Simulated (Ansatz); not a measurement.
```yaml
atoms:
  - { symbol: C, position_ang: [0.0000, 0.0000, -0.9170] }
  - { symbol: C, position_ang: [0.0000, 0.0000, 0.3842] }
  - { symbol: In, position_ang: [0.0000, 0.0000, 3.0143] }
  - { symbol: S, position_ang: [0.0000, 0.0000, -2.4815] }
```

Geometry: PBE0-D3(BJ)/def2-SVP; core potentials replace the inner electrons of In.

Method: isolated molecule in a Gaussian basis; Kohn-Sham density functional theory, functional PBE0 in Ansatz 0.2.0.

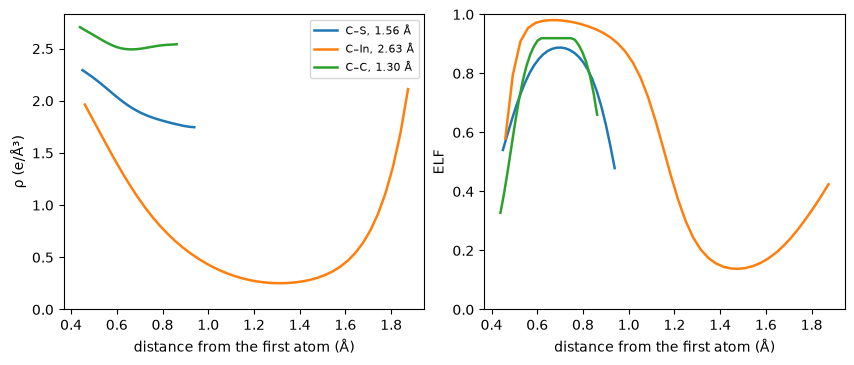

C₂InS (charge +1). Electron density and electron localisation function along straight lines between neighbouring atoms. The curves leave out the atomic cores.

### What can be read from the curves?

C–S (1.56 Å): ρ is about 1.8 e/Å³ halfway; the ELF peaks at about 0.90 between the atoms; a covalent bond.
C–In (2.63 Å): the density is about 0.25 e/Å³ at the midpoint; the ELF is about 0.20 at the midpoint.
C–C (1.30 Å): ρ is about 2.5 e/Å³ halfway; the ELF peaks at about 0.90 between the atoms (a multiple bond).
